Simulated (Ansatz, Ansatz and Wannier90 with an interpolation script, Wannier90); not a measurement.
**CdTe (F-43m): quasiparticle bands by Wannier interpolation**

Wanted: quasiparticle gap and band widths of CdTe (F-43m) over the whole zone.

Method: LDA, Wannier functions and G0W0, plane waves, PAW, in Ansatz 0.2.0.

The database entry behind the starting cell differs from later determinations by our own check (an axis about 1.1 % short against later determinations), so it need not match the best structure at ambient conditions.

**1. Starting point**

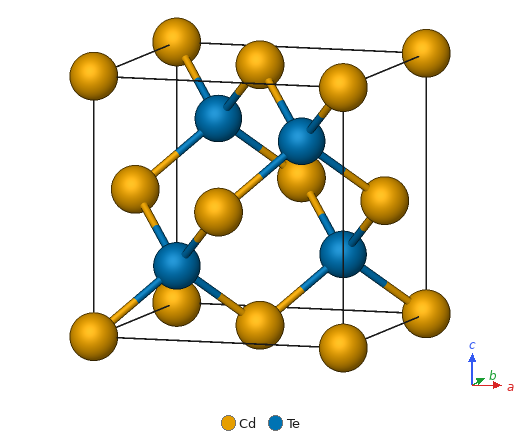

The cell as given, slightly off an axis (cadmium orange, tellurium blue). This picture shows the conventional cell, with its axes. Bonds to atoms that aren't drawn are left out. Some periodic images of atoms are drawn too.

Structure file:

```cif
data_structure
_symmetry_space_group_name_H-M 'P 1'
_symmetry_Int_Tables_number 1
_cell_length_a 4.5326
_cell_length_b 4.5326
_cell_length_c 4.5326
_cell_angle_alpha 60.000
_cell_angle_beta 60.000
_cell_angle_gamma 60.000
_cell_volume 65.84
loop_
_atom_site_label
_atom_site_type_symbol
_atom_site_fract_x
_atom_site_fract_y
_atom_site_fract_z
_atom_site_occupancy
Cd1 Cd 0.00000 0.00000 0.00000 1
Te2 Te 0.75000 0.75000 0.75000 1
```

The cell and positions come from the Crystallography Open Database and are kept as given unless a step says otherwise. Spin-orbit coupling is left out unless a step names it. The default PAW set here is soft_2. Its files were made with PBE.

**2. LDA bands**

The cheap functional maps the bands first; the places of the edges decide which points the dearer methods must see.

This step: DFT, LDA, plane waves, PAW.

input.yaml

```yaml
crystal:
  lattice:
    - [0.0, 3.205, 3.205]
    - [3.205, 0.0, 3.205]
    - [3.205, 3.205, 0.0]
  atoms:
    - { symbol: Cd, position: [0.0, 0.0, 0.0] }
    - { symbol: Te, position: [0.75, 0.75, 0.75] }
kpoints:
  mp_grid: { grid: [6, 6, 6] }
  band_path:
    path:
      - [[0.0, 0.0, 0.0], [-0.5, -0.5, 0.0], [-0.375, -0.375, 0.25]]
      - [[-0.375, 0.0, 0.375], [0.0, 0.0, 0.0], [0.0, 0.0, 0.5], [-0.5, -0.25, 0.25], [-0.5, -0.5, 0.0]]
    npoints: 10
hamiltonian:
  xc: lda
scf:
  occupations: { method: fermi_dirac, width: 0.02 }
  n_extra_bands: 35
output:
  eigenvalues: true
  fatbands: true
  write_density: true
  write_potential: true
  elf: true
  volumetric_format: npy
```

Run with:

```sh
> ansatz run input.yaml --threads 12 --pin off --max-ram 22118MiB --backend cpu --events-out ev --progress --plain --runs-dir out
```

Numbers of over 12 decimals in the logs are rounded to 6 here.

What it wrote:

```text
scf.n_extra_bands = 35 over 18 filled bands (N_el = 36.0): the run solves 53 bands
Engine: ansatz 0.2.0, aarch64-unknown-linux-gnu
Pseudopotentials: kind: paw
Pseudopotential: Cd, paw, valence charge 20, recommended cutoff 420 eV (normal), Cd.paw.azcp
Pseudopotential: Te, paw, valence charge 16, recommended cutoff 420 eV (normal), Te.paw.azcp
Functional definition: SPW92
  exchange = slater_x
  correlation = pw_c
Crystal: 2 atoms, lattice volume = 65.844 Å³
Basis set: ecut = 420 eV, 1243 PW (Γ)
Bands: 53, of which v1, the nominal top of the filled ones, is band 18 counted from 1 (17 counted from 0)
Symmetry: 24 space group operations
Space group: F-43m (ITA 216), of the structure as read, at distance tolerance 4.0e-5 Å
k-points: 16 of 216 (time reversal used)
Non-local potential: Cd, projectors of the file, l = 0: 3, l = 1: 2, l = 2: 2, l = 3: 1
Non-local potential: Te, projectors of the file, l = 0: 2, l = 1: 2, l = 2: 2, l = 3: 2
PAW form: soft (Blöchl's): semilocal exchange-correlation on the pseudo side does not see the compensation charge
PAW frozen core: Cd, regenerated for the run's functional, and the local potential with it (the file was generated under x = pbe(κ = 0.804, μ = 0.219515), c = pbe(β = 0.066725))
PAW frozen core: Te, regenerated for the run's functional, and the local potential with it (the file was generated under x = pbe(κ = 0.804, μ = 0.219515), c = pbe(β = 0.066725))
PAW one-centre angular grid: Cd, 590 points (default); XC on 64 Gauss nodes
PAW one-centre angular grid: Te, 590 points (default); XC on 64 Gauss nodes
Initial density: superposition of atomic densities (neutral atoms: chi_scale 0, normalization atom), corrected by the library's trained network
Initial wavefunctions: pseudopotential atomic-orbital guess
Functional: x = slater, c = lda
SCF iter   1: F=—  HF=-14945.811327 eV  |F-HF|=—  |Δ(HF+E_count)|=         —  Δρ=6.61e-3  dr2=2.11e-2  ethr=1.77e-3  ⟨swp⟩=5.2  Hψ=4067  notcnv=0  defer=174
preconditioner: auto → none  [insulator: Δε(μ)=0.571 eV  Ē_g=26.114 eV  σ=0.020 eV  W_gap=1.00  n_scr=14 (ndim 8)  ℏωp=19.4 eV  f_vac=0.179  D(μ)=0.00/eV (n_scr^D=0)  ε∞_Penn≈1.6]
SCF iter   2: F=—  HF=-14945.804336 eV  |F-HF|=—  |Δ(HF+E_count)|=   6.99e-3  Δρ=2.16e-3  dr2=1.39e-3  ethr=5.87e-5  ⟨swp⟩=2.0  Hψ=1196  notcnv=0  defer=468
SCF iter   3: F=—  HF=-14945.804192 eV  |F-HF|=—  |Δ(HF+E_count)|=   1.44e-4  Δρ=1.04e-3  dr2=3.18e-4  ethr=3.85e-6  ⟨swp⟩=2.0  Hψ=581  notcnv=0  defer=468
SCF iter   4: F=—  HF=-14945.804186 eV  |F-HF|=—  |Δ(HF+E_count)|=   5.41e-6  Δρ=3.06e-4  dr2=5.52e-5  ethr=8.83e-7  ⟨swp⟩=2.1  Hψ=527  notcnv=0  defer=468
SCF iter   5: F=—  HF=-14945.804168 eV  |F-HF|=—  |Δ(HF+E_count)|=   1.86e-5  Δρ=1.66e-5  dr2=2.13e-7  ethr=1.53e-7  ⟨swp⟩=2.2  Hψ=548  notcnv=0  defer=468
SCF iter   6: F=-14945.804168 eV  HF=-14945.804168 eV  |F-HF|=6.09e-9  |Δ(HF+E_count)|=   7.56e-8  Δρ=3.24e-6  dr2=6.66e-9  ethr=2.78e-10  ⟨swp⟩=11.6  Hψ=5117  notcnv=0
SCF 1 converged in 6 iterations: F = -14945.804168 eV  dr2 = 6.66e-9
[...]
NSCF: frozen V_eff on 62 k-points
SCF converged after 6 iterations
Free energy (F): -14945.804168 eV
Harris-Foulkes:  -14945.804168 eV  (|F-HF|=6.09e-9)
Internal energy: -14945.804168 eV  (E = F + TS)
E sigma→0 (E₀):  -14945.804168 eV
Fermi energy:    7.936329 eV
--- Per-component energies (eV) ---
  E_band       = -786.062464
  E_kinetic    = 687.586745
  E_local      = -5359.078103  (includes V_loc(G=0)·N_el)
  E_nonlocal   = -263.897443
  E_hartree    = 2700.123116
  E_xc         = -299.544685
  E_vxc        = -326.523285  (∫ρ·V_xc dr)
  E_paw        = -8457.693503  (= ΣΔE_a)
  E_vpaw       = -924.390797  (= ΣTr[D̂ρ^β])
  E_aug_tail   = -0.000224  (compensation charges beyond the density's cutoff)
  E_ewald      = -3954.745301
  E_core_change = 1.445230  (= ΣΔE_core)
  E_smearing   = -0.000000  (= −TS)
  E_closure    = -0.000000  (closes the sum)
  Σ components = -14945.804168   (vs F -14945.804168, Δ=0.00e0)
--- Band table (eV; the first three rows and the last of 16) ---
  k-point 0: bands = [... 14 lower, -0.4799, 7.6210, 7.6210, 7.6210, 8.2297, 12.1324, 12.1324, 12.1324, ... 31 higher]
  k-point 1: bands = [... 14 lower, -0.4814, 5.7673, 7.3736, 7.3736, 9.3721, 12.2379, 12.4875, 12.4875, ... 31 higher]
  k-point 2: bands = [... 14 lower, -0.3924, 3.8366, 6.9642, 6.9642, 9.4105, 12.7809, 12.7809, 13.7839, ... 31 higher]
  k-point 15: bands = [... 14 lower, 0.0996, 3.1671, 5.2531, 5.3324, 11.2479, 11.2846, 14.2503, 14.5387, ... 31 higher]
```

Elapsed: 2.8 s, on 12 threads of Arm Neoverse V2, shared host; peak memory 0.58 GiB; 27 s of CPU time.

In the SCF lines HF is the Harris–Foulkes energy and dr2 the Hartree energy of the density residual, in eV; the loop may stop once dr2 is under the threshold and the program's other checks hold. Hψ counts applications of the Hamiltonian.

Numbers from this step:

| Item | Value |
| --- | --- |
| filled bands | 18 |
| gap | 0.6087 eV |
| valence top at | Γ |
| conduction bottom at | Γ |
| least direct gap | 0.6087 eV |

The gap is direct, at Γ.

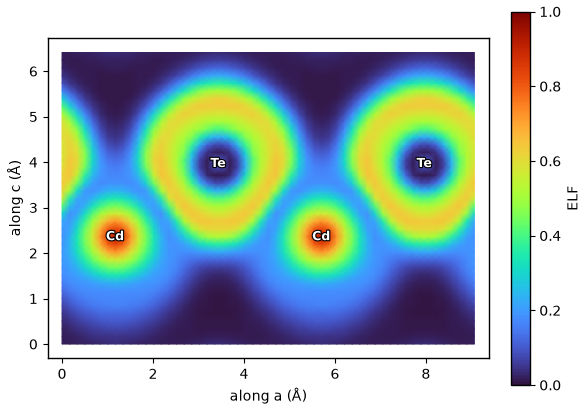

ELF in the ac plane of a cell with a along [110], b along [-110] and c along [001] of the cube at fractional y = 0.000, with atoms of Cd and Te within 0.2 Å of it. It is the smooth field of the valence electrons, not physical close to the nuclei. The map starts off the cell's origin, so that atoms lie inside it.

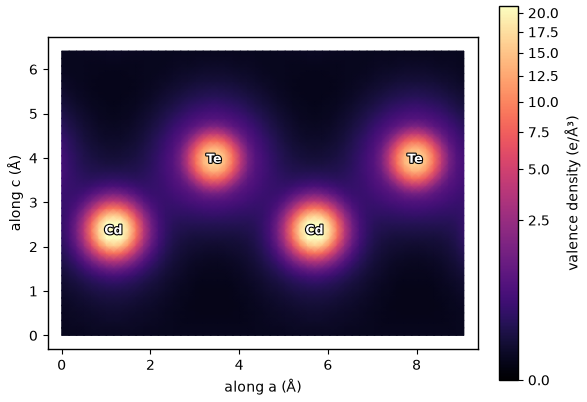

Valence density in the ac plane of a cell with a along [110], b along [-110] and c along [001] of the cube at fractional y = 0.000, with atoms of Cd and Te within 0.2 Å of it. It is the smooth field of the valence electrons, not physical close to the nuclei. The map starts off the cell's origin, so that atoms lie inside it. The colour scale is stretched toward low values.

**3. Overlaps and projections on 12×12×12**

This step: overlaps and projections of LDA states for Wannier90, plane waves, PAW.

input.yaml, the sections that differ from step 2:

```yaml
kpoints:
  mp_grid: { grid: [6, 6, 6] }
scf:
  occupations: { method: fixed }
  n_extra_bands: 35
output:
  wannier:
    kmesh: [12, 12, 12]
    projections: [{ species: Cd, l: s, shell: 5 }, { species: Te, l: p, shell: 5 }]
    minimise: false
    seedname: w
    disentanglement: { window: [2.78, 13.26], frozen_window: [2.78, 8.73] }
# crystal, hamiltonian: as in step 2
```

What it wrote:

```text
[...]
Crystal: 2 atoms, lattice volume = 65.844 Å³
Basis set: ecut = 420 eV, 1243 PW (Γ)
Bands: 53, of which v1, the nominal top of the filled ones, is band 18 counted from 1 (17 counted from 0)
Symmetry: 24 space group operations
[...]
k-points: 16 of 216 (time reversal used)
[...]
--- Band table (eV; the first three rows and the last of 16) ---
  k-point 0: bands = [... 14 lower, -0.4799, 7.6210, 7.6210, 7.6210, 8.2297, 12.1324, 12.1324, 12.1324, ... 31 higher]
  k-point 1: bands = [... 14 lower, -0.4814, 5.7673, 7.3736, 7.3736, 9.3721, 12.2379, 12.4875, 12.4875, ... 31 higher]
  k-point 2: bands = [... 14 lower, -0.3924, 3.8366, 6.9642, 6.9642, 9.4105, 12.7809, 12.7809, 13.7839, ... 31 higher]
  k-point 15: bands = [... 14 lower, 0.0996, 3.1671, 5.2531, 5.3324, 11.2479, 11.2846, 14.2503, 14.5387, ... 31 higher]
[key lines of the parts left out:]
SCF converged after 6 iterations
Free energy (F): -14945.804168 eV
Fermi energy:    7.621005 eV
```

Run time: 8.3 s. Hardware: 12 threads; peak memory 2.5 GiB.

(Continued in part 2 of 3.)

[Paths, hosts, dates, memory and timing lines, banners, echoed tables and standing remarks are left out of the program output.]

[Logs are printed without paths, hosts, clocks, repeated set-up lines and the standing remarks that a program may print on its own settings, such as how far it seeks lower states.]

[Runs of the session that timed out or met a known fault of the program may be left out.]

[Hosts, paths, dates, database ids (printed as entryN), source tags and the programs' standing remarks are cut or masked in the printed files.]
